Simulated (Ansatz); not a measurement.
```csv
atom,x (Å),y (Å),z (Å)
Al,-0.8983,-0.4461,0.9637
H,1.8209,-0.0684,1.2568
N,2.0817,0.1565,0.2727
H,1.7878,-0.6318,-0.3177
H,1.5500,0.9891,-0.0110
N,-1.2421,-0.0762,-0.7889
H,-2.1927,-0.1008,-1.1833
H,-0.5994,0.1777,-1.5481
```

Not at a stationary point (largest force 0.6 eV/Å).

All numbers below come from RKS PBE-D4/def2-SVP in Ansatz.

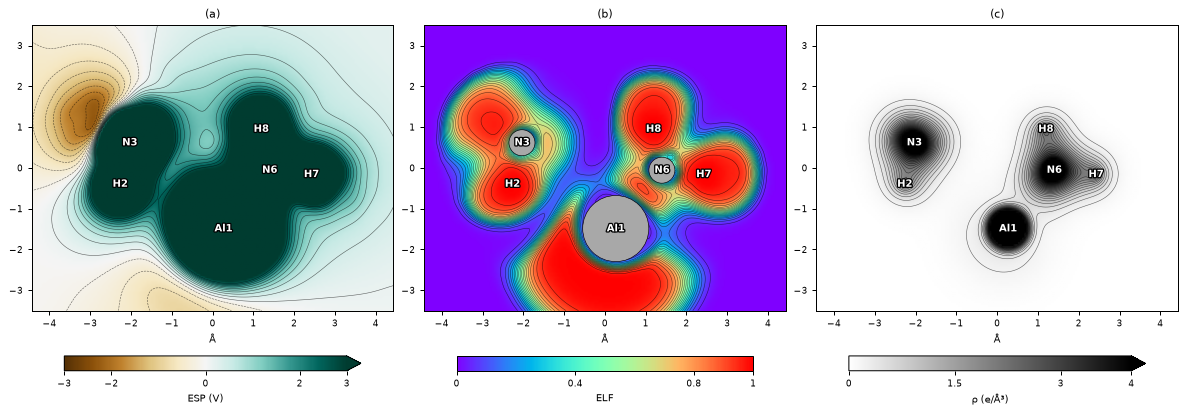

AlH₂N···NH₃. (a) electrostatic potential; (b) electron localisation function; (c) total electron density on the plane of atoms Al1, N6 and H7. Grey discs cover the atomic cores in the ELF map.

Q: Describe what can be read from this map.

A:
- The section cuts through Al, H and N sites.
- Al1···N3 (3.12 Å): the density falls to about 0.08 e/Å³ on the way; the ELF is about 0.15 at the midpoint.
- Al–N (1.82 Å): ρ is about 0.75 e/Å³ halfway; the ELF peaks at about 0.90 in the valence shell of N, 0.6 Å from its nucleus, and is about 0.60 at the midpoint.
- N–H (1.03 Å): ρ is about 2.7 e/Å³ halfway; the ELF climbs to about 1 towards the hydrogen, as it does in any bond to H: a covalent bond by its length.
- The ELF also peaks beside Al1 and N3, away from the bonds: lone-pair regions.
- Outside the dense part of the complex the potential is most negative (−2.3 V) near N3.
